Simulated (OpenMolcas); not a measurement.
## CH3Cl3Sn: excited-state calculation (part 1 of 2)

System: CH3Cl3Sn.
Method: CASSCF/def2-SVP (OpenMolcas 26.06).

The geometry comes from this level: GFN2-xTB.

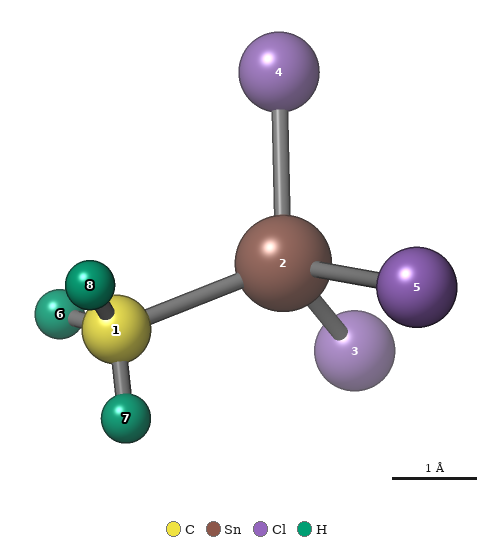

**Figure 1.** The input geometry (ball-and-stick view, seen at a tilt; atoms are numbered from 1 in the order of the input). Sticks mark near contacts. Bond lengths as drawn: Cl–Sn 2.33 Å, C–H 1.08 Å and C–Sn 2.22 Å.

## Key numbers

| quantity | value |
| --- | --- |
| outcome | converged |
| total energy | −1631.155189 hartree |
| CASSCF energy | −1631.155189 hartree |
| basis functions | 109 |
| hardware | 1 thread of Arm Neoverse V2, 24 GiB of memory available, shared host |
| wall time | 26 s |
| peak memory | 0.08 GiB |

The record of the run, not the program, notes: an active orbital turned away from the chosen space.

## Input
```
&gateway
  coord
  8
  angstrom
  C       -0.927320      -0.282410       0.895650
  Sn       0.631880       0.191100      -0.609250
  Cl       2.527290      -1.136720      -0.374740
  Cl      -0.119110      -0.114450      -2.790060
  Cl       1.354450       2.398940      -0.471490
  H       -1.211660      -1.317430       0.754370
  H       -0.492730      -0.122760       1.874280
  H       -1.762800       0.383740       0.721240
  basis=def2-SVP
  group=NoSym
  ricd

&seward

&rasscf
  fileorb=$CurrDir/step1.ScfOrb
  spin=1
  nactel=6 0 0
  inactive=38
  ras2=6
  ciroot=3 3 1
  orblisting=Nothing
  orbappear=Compact
```

Launched with:
```bash
export MOLCAS_MEM=1860
pymolcas step2.input > step2.log
```

## Output
```
--- Start Module: gateway ---

                                              &GATEWAY

                       available to each process: 1.9 GB of memory, 1 thread

++    Symmetry information:
      ---------------------

                    Character Table for C1

                             E
                    a        1  x, y, xy, Rz, z, xz, Ry, yz, Rx, I
--

++    Basis set information:
      ----------------------

      Basis set label: C.DEF2-SVP.........

      Electronic valence basis set:
      ------------------
      Associated Effective Charge   6.000000 au
      Associated Actual Charge      6.000000 au
      Nuclear Model: Point charge

      Shell  nPrim  nBasis  Cartesian Spherical Contaminant
         s       7       3        X
         p       4       2        X
         d       1       1                 X

      Basis set label: SN.DEF2-SVP....ECP.....

      Electronic valence basis set:
      ------------------
      Associated Effective Charge  22.000000 au
      Associated Actual Charge     50.000000 au
      Nuclear Model: Point charge

      Shell  nPrim  nBasis  Cartesian Spherical Contaminant
         s      10       4        X
         p       7       4        X
         d       6       2                 X

      Pseudo Potential specification:
      =======================================

      Number of Core Electrons:  28

      Potential  nTerms
           H       2
         s-H       4
         p-H       6
         d-H       6

      Effective Core Potential specification:
      =======================================

      Basis set label: CL.DEF2-SVP.........

      Electronic valence basis set:
      ------------------
      Associated Effective Charge  17.000000 au
      Associated Actual Charge     17.000000 au
      Nuclear Model: Point charge

      Shell  nPrim  nBasis  Cartesian Spherical Contaminant
         s      10       4        X
         p       7       3        X
         d       1       1                 X

      Basis set label: H.DEF2-SVP.........

      Electronic valence basis set:
      ------------------
      Associated Effective Charge   1.000000 au
      Associated Actual Charge      1.000000 au
      Nuclear Model: Point charge

      Shell  nPrim  nBasis  Cartesian Spherical Contaminant
         s       4       2        X
         p       1       1        X
--

++    Molecular structure info:
      -------------------------

                    ************************************************
                    **** Cartesian Coordinates / bohr, angstrom ****
                    ************************************************

     Center  Label                x              y              z                     x              y              z
        1      C1              -1.752381      -0.533678       1.692533             -0.927320      -0.282410       0.895650
        2      SN2              1.194080       0.361127      -1.151316              0.631880       0.191100      -0.609250
        3      CL3              4.775886      -2.148089      -0.708156              2.527290      -1.136720      -0.374740
        4      CL4             -0.225085      -0.216279      -5.272449             -0.119110      -0.114450      -2.790060
        5      CL5              2.559540       4.533340      -0.890987              1.354450       2.398940      -0.471490
        6      H6              -2.289706      -2.489582       1.425553             -1.211660      -1.317430       0.754370
        7      H7              -0.931125      -0.231983       3.541876             -0.492730      -0.122760       1.874280
        8      H8              -3.331209       0.725164       1.362946             -1.762800       0.383740       0.721240

                    ***************************************
                    *    InterNuclear Distances / bohr    *
                    ***************************************

               1 C1            2 SN2           3 CL3           4 CL4           5 CL5           6 H6
    1 C1       0.000000
    2 SN2      4.191633        0.000000
    3 CL3      7.140581        4.395667        0.000000
    4 CL4      7.137531        4.396723        7.040907        0.000000
    5 CL5      7.137359        4.397682        7.041812        7.036350        0.000000
    6 H6       2.045864        5.186863        7.388634        7.368432        8.843244        0.000000
    7 H7       2.045862        5.185974        7.369139        8.842571        7.385344        3.379544
    8 H8       2.045973        5.189632        8.847036        7.386663        7.367723        3.379828

               7 H7            8 H8
    7 H7       0.000000
    8 H8       3.379981        0.000000

                    *******************************************
                    *    InterNuclear Distances / angstrom    *
                    *******************************************

               1 C1            2 SN2           3 CL3           4 CL4           5 CL5           6 H6
    1 C1       0.000000
    2 SN2      2.218116        0.000000
    3 CL3      3.778633        2.326087        0.000000
    4 CL4      3.777019        2.326645        3.725888        0.000000
    5 CL5      3.776928        2.327153        3.726366        3.723476        0.000000
    6 H6       1.082624        2.744770        3.909897        3.899206        4.679643        0.000000
    7 H7       1.082623        2.744299        3.899580        4.679287        3.908156        1.788378
    8 H8       1.082683        2.746235        4.681650        3.908854        3.898831        1.788528

               7 H7            8 H8
    7 H7       0.000000
    8 H8       1.788609        0.000000

                    **************************************
                    *    Valence Bond Angles / degree    *
                    **************************************
                          Atom centers                 Phi
                      6 H6       1 C1       7 H7       111.37
                      6 H6       1 C1       8 H8       111.38
                      7 H7       1 C1       8 H8       111.39
--

            Nuclear Potential Energy            494.70892883 au

--- Stop Module: gateway /rc=_RC_ALL_IS_WELL_ ---

--- Start Module: seward ---

                                              &SEWARD

                       available to each process: 1.9 GB of memory, 1 thread

               SEWARD will generate:
                  Multipole Moment integrals up to order  2
                  Kinetic Energy integrals
                  Nuclear Attraction integrals (point charge)
                  One-Electron Hamiltonian integrals modified with ECP contributions
                  Velocity integrals
                  Pseudo Potential integrals
                  Orbital angular momentum around (  1.5185   0.4617  -1.4662 )
                  Velocity quadrupole around (  1.5185   0.4617  -1.4662 )
                  RI decomposed two-electron repulsion integrals stored Cholesky style
                   - acCD auxiliary basis
                   - CD Threshold:   1.00E-04

                   Integrals are discarded if absolute value <: 1.00E-14
                   Integral cutoff threshold is set to       <: 1.00E-16

            Nuclear Potential Energy            494.70892883 au

      Basis set specifications :
      Symmetry species         a
      Basis functions          109

--- Stop Module: seward /rc=_RC_ALL_IS_WELL_ ---
--- Module seward spent 1 second ---

--- Start Module: rasscf ---

                                              &RASSCF

                       available to each process: 1.9 GB of memory, 1 thread

      Header of the ONEINT file:
      --------------------------

      OrdInt status: non-squared

      Cartesian coordinates in angstrom:
      -----------------------------------------------------
      No.  Label        X            Y            Z
      -----------------------------------------------------
       1   C1        -0.92732000  -0.28241000   0.89565000
       2   SN2        0.63188000   0.19110000  -0.60925000
       3   CL3        2.52729000  -1.13672000  -0.37474000
       4   CL4       -0.11911000  -0.11445000  -2.79006000
       5   CL5        1.35445000   2.39894000  -0.47149000
       6   H6        -1.21166000  -1.31743000   0.75437000
       7   H7        -0.49273000  -0.12276000   1.87428000
       8   H8        -1.76280000   0.38374000   0.72124000
      -----------------------------------------------------
      Nuclear repulsion energy =  494.70892883

++    Wave function specifications:
      -----------------------------

      Number of closed shell electrons          76
      Number of electrons in active shells       6
      Max number of holes in RAS1 space          0
      Max nr of electrons in RAS3 space          0
      Number of inactive orbitals               38
      Number of active orbitals                  6
      Number of secondary orbitals              65
      Spin quantum number                      0.0
      State symmetry                             1
--

++    Orbital specifications:
      -----------------------

      Symmetry species                           1
                                                 a
      Frozen orbitals                            0
      Inactive orbitals                         38
      Active orbitals                            6
      RAS1 orbitals                              0
      RAS2 orbitals                              6
      RAS3 orbitals                              0
      Secondary orbitals                        65
      Deleted orbitals                           0
      Number of basis functions                109
--

++    CI expansion specifications:
      ----------------------------

      Number of CSFs                           175
      Number of spin combinations              210
      Number of determinants                   400
      Number of root(s) required                 3
      Root chosen for geometry opt.              3
      CI roots used                              1     2     3
      weights                                0.333 0.333 0.333
      highest root included in the CI            3
      max. size of the explicit Hamiltonian    175
--

++    Optimization specifications:
      ----------------------------

      RASSCF algorithm: LK RI/DF
      Maximum number of macro iterations       200
      Maximum number of SX iterations          100
      Threshold for RASSCF energy            1.000E-08
      Threshold for max MO rotation          1.000E-01
      Threshold for max BLB element          1.000E-04
      Level shift parameter                  5.000E-01
      Make Quasi-Newton update
--

      The MO-coefficients are taken from the file:
      step1.ScfOrb
      Title: SCF orbitals

      Total molecular charge    0.00

      ************************************************************************************************************************
      *                                            Wave function control section                                             *
      ************************************************************************************************************************

                                         RASSCF iterations: Energy and convergence statistics
                                         ----------------------------------------------------
```
